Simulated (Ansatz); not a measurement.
## Profile along the La–Tl line in La3Tl (Cu3Au type)

La3Tl (Cu3Au type), conventional cell a = b = c = 5.0692 Å, α = β = γ = 90.00°. The calculation uses the primitive cell of 4 atoms, to which meshes and values per cell refer.

Fields along a shortest La–Tl line of a {110} plane (3.58 Å), from La to Tl, interpolated on the slice's grid (step about 0.2 Å). Computed with r2SCAN (plane waves to 500 eV, PAW, scalar-relativistic; Ansatz, a program for electronic structure). k mesh 9×9×9. Inside the PAW spheres the values are not all-electron values, and peaks at nuclei hang on which shells count as valence. La3Tl is run without spin polarisation. La3Tl was relaxed with its symmetry unable to fall. Spin-orbit coupling is left out, though Tl is heavy.

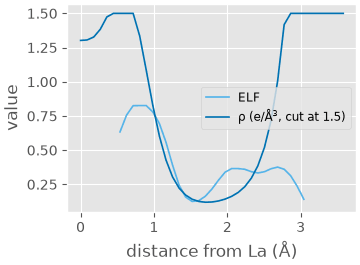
Fig. 1. ELF (away from the nuclei) and valence density from La to Tl.

Density on the La–Tl line (3.58 Å) at its density minimum, 1.7 Å from La: 0.12 e/Å³. ELF at that point: 0.2.
